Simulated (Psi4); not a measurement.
**Run report: GeNH$_{4}$O, single-point calculation (part 2 of 2)**

Continued. System: GeNH$_{4}$O, multiplicity 2. Method: M06-2X/def2-SVP, UKS (Psi4 1.11). 

Geometry of the input (Å):
```
N  -1.4334  0.5414  0.7975
Ge -0.1616  1.5289  1.7291
O  1.2347  0.4625  1.9560
H  -2.3271  1.0437  0.7771
H  0.2151  2.7463  0.8576
H  -0.6017  1.9292  3.1447
H  1.6148  -1.2940  -0.2967
```

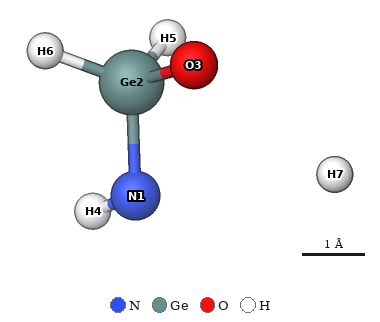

Fig. 1: The input geometry (ball-and-stick view, seen at a tilt; atoms are numbered from 1 in the order of the input). Sticks mark near contacts.

## Log, continued
```
 ------------------------------------------------------------------------------------

	total time  =          7 seconds =       0.12 minutes

   => Loading Basis Set <=

    Name: DEF2-SVP
    Role: ORBITAL
    Keyword: BASIS

         ---------------------------------------------------------
                                   SCF
                              UKS Reference
                        1 Threads,   1525 MiB Core
         ---------------------------------------------------------

  ==> Geometry <==

    Molecular point group: c1
    Full point group: C1

    Geometry (in Angstrom), charge = 0, multiplicity = 2:

       Center              X                  Y                   Z               Mass
    ------------   -----------------  -----------------  -----------------  -----------------
         N           -1.309488988567    -0.685615100112    -0.821653924388    14.003074004430
         GE          -0.037688988567     0.301884899888     0.109946075612    73.921177761000
         O            1.358611011433    -0.764515100112     0.336846075612    15.994914619570
         H           -2.203188988567    -0.183315100112    -0.842053924388     1.007825032230
         H            0.339011011433     1.519284899888    -0.761553924388     1.007825032230
         H           -0.477788988567     0.702184899888     1.525546075612     1.007825032230
         H            1.738706011433    -2.520991100112    -1.915822924388     1.007825032230

  Running in c1 symmetry.

  Rotational constants: A =      0.38933  B =      0.22473  C =      0.15550 [cm^-1]
  Rotational constants: A =  11671.72088  B =   6737.25045  C =   4661.71027 [MHz]
  Nuclear repulsion =  197.602049132174670

  Charge       = 0
  Multiplicity = 2
  Electrons    = 51
  Nalpha       = 26
  Nbeta        = 25

  ==> Algorithm <==

  SCF Algorithm Type is DF.
  DIIS enabled.
  MOM disabled.
  Fractional occupation disabled.
  Guess Type is READ.
  Energy threshold   = 1.00e-06
  Density threshold  = 1.00e-06
  Integral threshold = 1.00e-12

  ==> Primary Basis <==

  Basis Set: DEF2-SVP
    Blend: DEF2-SVP
    Number of shells: 36
    Number of basis functions: 80
    Number of Cartesian functions: 85
    Spherical Harmonics?: true
    Max angular momentum: 2

  ==> DFT Potential <==

   => LibXC <=

    Version 7.1.2

   => Composite Functional: M06-2X <=

    Deriv               =              1
    GGA                 =           TRUE
    Meta                =           TRUE

    Exchange Hybrid     =           TRUE
    MP2 Hybrid          =          FALSE

   => Exchange Functionals <=

    1.0000   XC_HYB_MGGA_X_M06_2X

   => Exact (HF) Exchange <=

    0.5400               HF

   => Correlation Functionals <=

    1.0000   XC_MGGA_C_M06_2X

   => LibXC Density Thresholds  <==

    XC_MGGA_C_M06_2X:  1.00E-12
    XC_HYB_MGGA_X_M06_2X:  1.00E-15

   => Molecular Quadrature <=

    Radial Scheme          =       TREUTLER
    Pruning Scheme         =           NONE
    Nuclear Scheme         =       TREUTLER

    Blocking Scheme        =         OCTREE
    BS radius alpha        =              1
    Pruning alpha          =              1
    Radial Points          =             75
    Spherical Points       =            302
    Total Points           =         152803
    Total Blocks           =           1187
    Max Points             =            256
    Max Functions          =             78
    Weights Tolerance      =       1.00E-15

   => Loading Basis Set <=

    Name: (DEF2-SVP AUX)
    Role: JKFIT
    Keyword: DF_BASIS_SCF

   => Loading Basis Set <=

    Name: DEF2-SVP
    Role: ORBITAL
    Keyword: BASIS

  Reading orbitals from file scr/job.geom.5940.180.npy, no projection.

  ==> Integral Setup <==

  DFHelper Memory: AOs need 0.026 GiB; user supplied 0.469 GiB.
  SCF_SUBTYPE=INCORE selected. In-core MEM_DF algorithm will be used.
  Using in-core AOs.

  ==> MemDFJK: Density-Fitted J/K Matrices <==

    J tasked:                   Yes
    K tasked:                   Yes
    wK tasked:                   No
    Memory [MiB]:               479
    Algorithm:                 Core
    Schwarz Cutoff:           1E-12
    Mask sparsity (%):       1.9375
    Fitting Condition:        1E-10

   => Auxiliary Basis Set <=

  Basis Set: (DEF2-SVP AUX)
    Blend: DEF2-UNIVERSAL-JKFIT
    Number of shells: 134
    Number of basis functions: 492
    Number of Cartesian functions: 637
    Spherical Harmonics?: true
    Max angular momentum: 5

  Cached 100.0% of DFT collocation blocks in 0.649 [GiB].

  Minimum eigenvalue in the overlap matrix is 1.8525329615E-02.
  Reciprocal condition number of the overlap matrix is 4.5071022703E-03.
    Using symmetric orthogonalization.

  ==> Pre-Iterations <==

  SCF Guess: Orbitals guess was supplied from a previous computation.

   -------------------------------------------------------
    Irrep   Nso     Nmo     Nalpha   Nbeta   Ndocc  Nsocc
   -------------------------------------------------------
     A         80      80      26      25      25       1
   -------------------------------------------------------
    Total      80      80      26      25      25       1
   -------------------------------------------------------

  ==> Iterations <==

                           Total Energy        Delta E     RMS |[F,P]|

   @DF-UKS iter   0: -2208.70757267593353   -2.20871e+03   2.05143e-03
   @DF-UKS iter   1: -2207.06954699814560    1.63803e+00   8.62574e-03 DIIS/ADIIS
   @DF-UKS iter   2: -2207.89181332628505   -8.22266e-01   1.25181e-02 DIIS/ADIIS
   @DF-UKS iter   3: -2208.37703937262086   -4.85226e-01   6.58316e-03 DIIS/ADIIS
   @DF-UKS iter   4: -2208.04305413272459    3.33985e-01   9.91467e-03 DIIS/ADIIS
   @DF-UKS iter   5: -2208.21692416396900   -1.73870e-01   6.84496e-03 DIIS/ADIIS
   @DF-UKS iter   6: -2208.26945589846855   -5.25317e-02   6.66652e-03 DIIS/ADIIS
   @DF-UKS iter   7: -2208.38898582766933   -1.19530e-01   5.97086e-03 DIIS/ADIIS
   @DF-UKS iter   8: -2208.40964763549027   -2.06618e-02   6.21549e-03 DIIS/ADIIS
   @DF-UKS iter   9: -2208.43965917398145   -3.00115e-02   5.46082e-03 DIIS/ADIIS
[... 38 lines of further cycles ...]
   @DF-UKS iter  48: -2208.63112315716580   -1.08385e-04   8.67555e-05 DIIS
   @DF-UKS iter  49: -2208.63120764858650   -8.44914e-05   3.79202e-05 DIIS
   @DF-UKS iter  50: -2208.63124662185010   -3.89733e-05   2.85407e-05 DIIS
   @DF-UKS iter  51: -2208.63127614877294   -2.95269e-05   2.86711e-05 DIIS
   @DF-UKS iter  52: -2208.63129475612095   -1.86073e-05   2.07310e-05 DIIS
   @DF-UKS iter  53: -2208.63132082036282   -2.60642e-05   2.61936e-05 DIIS
   @DF-UKS iter  54: -2208.63133839880675   -1.75784e-05   6.13765e-06 DIIS
   @DF-UKS iter  55: -2208.63134399980390   -5.60100e-06   2.83304e-06 DIIS
   @DF-UKS iter  56: -2208.63134499282887   -9.93025e-07   3.30009e-06 DIIS
   @DF-UKS iter  57: -2208.63134510712871   -1.14300e-07   8.02594e-07 DIIS
  Energy and wave function converged.

  ==> Post-Iterations <==

   Electrons on quadrature grid:
      Nalpha   =   26.0000166110 ; deviation = 1.661e-05
      Nbeta    =   25.0000149335 ; deviation = 1.493e-05
      Ntotal   =   51.0000315445 ; deviation = 3.154e-05

   @Spin Contamination Metric:   4.532442489E-01
   @S^2 Expected:                7.500000000E-01
   @S^2 Observed:                1.203244249E+00
   @S   Expected:                5.000000000E-01
   @S   Observed:                5.000000000E-01

    Orbital Energies [Eh]
    ---------------------

    Alpha Occupied:

       1A   -400.975438     2A    -50.523424     3A    -45.062000
       4A    -45.061955     5A    -45.061652     6A    -19.656335
       7A    -14.783327     8A     -6.520484     9A     -4.685933
      10A     -4.685541    11A     -4.684644    12A     -1.427698
      13A     -1.423824    14A     -1.422860    15A     -1.420310
      16A     -1.419706    17A     -1.018696    18A     -0.923070
      19A     -0.601968    20A     -0.497051    21A     -0.461452
      22A     -0.424807    23A     -0.394414    24A     -0.369767
      25A     -0.360455    26A     -0.307540

    Alpha Virtual:

      27A     -0.185553    28A      0.067947    29A      0.093592
      30A      0.113776    31A      0.147385    32A      0.160078
      33A      0.228287    34A      0.322457    35A      0.398478
      36A      0.428177    37A      0.450310    38A      0.459717
      39A      0.494204    40A      0.520808    41A      0.539511
      42A      0.658212    43A      0.746757    44A      0.807661
      45A      0.831881    46A      0.888485    47A      0.897529
      48A      0.953460    49A      0.997267    50A      1.112192
      51A      1.119159    52A      1.145638    53A      1.345709
      54A      1.355714    55A      1.363221    56A      1.395536
      57A      1.416934    58A      1.525611    59A      1.550272
      60A      1.625824    61A      1.636410    62A      1.734450
      63A      1.880064    64A      1.906565    65A      2.109171
      66A      2.256193    67A      2.311195    68A      2.457168
      69A      2.508288    70A      2.534240    71A      2.544578
      72A      2.549961    73A      2.692081    74A      2.710397
      75A      2.767301    76A      2.777289    77A      2.819781
      78A      2.869038    79A      3.180571    80A      3.239048

    Beta Occupied:

       1A   -400.975605     2A    -50.523319     3A    -45.061906
       4A    -45.061868     5A    -45.061597     6A    -19.656591
       7A    -14.772717     8A     -6.520570     9A     -4.686041
      10A     -4.685525    11A     -4.684434    12A     -1.427550
      13A     -1.424170    14A     -1.421546    15A     -1.420049
      16A     -1.418983    17A     -1.019316    18A     -0.865257
      19A     -0.595804    20A     -0.483012    21A     -0.429298
      22A     -0.424125    23A     -0.397424    24A     -0.337801
      25A     -0.302461

    Beta Virtual:

      26A     -0.185135    27A     -0.065790    28A      0.067880
      29A      0.090758    30A      0.116277    31A      0.153389
      32A      0.182202    33A      0.228223    34A      0.321785
      35A      0.399053    36A      0.427898    37A      0.451218
      38A      0.465707    39A      0.492633    40A      0.520562
      41A      0.539984    42A      0.664969    43A      0.758847
      44A      0.815795    45A      0.875662    46A      0.903924
      47A      0.912933    48A      0.960721    49A      1.016576
      50A      1.109700    51A      1.120951    52A      1.148106
      53A      1.344886    54A      1.355068    55A      1.362291
      56A      1.405414    57A      1.426472    58A      1.530593
      59A      1.561596    60A      1.628050    61A      1.637340
      62A      1.733476    63A      1.879820    64A      1.906017
      65A      2.129716    66A      2.301165    67A      2.346588
      68A      2.473859    69A      2.522992    70A      2.535175
      71A      2.563757    72A      2.584134    73A      2.691107
      74A      2.722330    75A      2.764820    76A      2.783664
      77A      2.834522    78A      2.862066    79A      3.195292
      80A      3.261555

    Final Occupation by Irrep:
              A
    DOCC [    25 ]
    SOCC [     1 ]
    NA   [    26 ]
    NB   [    25 ]

  @DF-UKS Final Energy: -2208.63134510712871

   => Energetics <=

    Nuclear Repulsion Energy =            197.6020491321746704
    One-Electron Energy =               -3468.6605345204598052
    Two-Electron Energy =                1107.7579983718646872
    DFT Exchange-Correlation Energy =     -45.3308580907082828
    Empirical Dispersion Energy =           0.0000000000000000
    VV10 Nonlocal Energy =                  0.0000000000000000
    Total Energy =                      -2208.6313451071287091

  UHF NO Occupations:
  HONO-2 :   24  A 1.9985472
  HONO-1 :   25  A 1.7438173
  HONO-0 :   26  A 1.0000000
  LUNO+0 :   27  A 0.2561827
  LUNO+1 :   28  A 0.0014528
  LUNO+2 :   29  A 0.0005933
  LUNO+3 :   30  A 0.0004737

Computation Completed

Properties will be evaluated at   0.000000,   0.000000,   0.000000 [a0]

Properties computed using the SCF density matrix

 Multipole Moments:

 ------------------------------------------------------------------------------------
     Multipole            Electronic (a.u.)      Nuclear  (a.u.)        Total (a.u.)
 ------------------------------------------------------------------------------------

 L = 1.  Multiply by 2.5417464519 to convert [e a0] to [Debye]
 Dipole X            :         -0.4085005           -0.2019048           -0.6104053
 Dipole Y            :          3.8217222           -3.2842422            0.5374801
 Dipole Z            :          2.6034694           -2.8958525           -0.2923831
 Magnitude           :                                                    0.8642727

 ------------------------------------------------------------------------------------

	total time  =        100 seconds =       1.67 minutes

    Psi4 run time: 0:01:47.50
```

## Key numbers

- outcome: converged
- total energy: −2208.631345 hartree
- basis functions: 80
- ⟨S²⟩: 1.203
- dipole moment: 2.20 D
- hardware: 1 thread of Intel Xeon @ 2.50GHz (Skylake/Cascade Lake), 32 GiB of memory available, shared host
- wall time: 1.8 min
- peak memory: 0.9 GiB

## Notes

Further notes kept with the run: spin contaminated. ⟨S²⟩ is 1.20 against 0.75 for a pure state: the solution is spin-contaminated.
